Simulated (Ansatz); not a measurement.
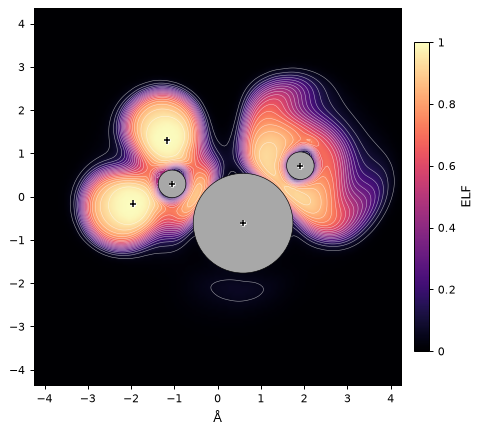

The electron localisation function on a plane through atoms (crosses mark nuclei in the plane; grey discs cover the cores).

Theory: Ansatz 0.2.0, isolated molecule in a Gaussian basis; Kohn-Sham density functional theory, functional PBE0.

Candidates:
A. F$_{2}$GaH$_{2}$NP (doublet)
B. H$_{7}$N$_{3}$OTi
C. AlO$_{2}$P

Which candidate gave the map?

Answer. Candidate B: H$_{7}$N$_{3}$OTi on the plane of atoms N1, Ti5 and N2, which holds N, Ti and H. Ti–N (1.88 Å): the ELF peaks at about 0.90 in the valence shell of N, 0.6 Å from its nucleus, and is about 0.35 at the midpoint. N–H (1.02 Å): the ELF climbs to about 1 towards the hydrogen, as it does in any bond to H (an ordinary covalent bond to hydrogen).
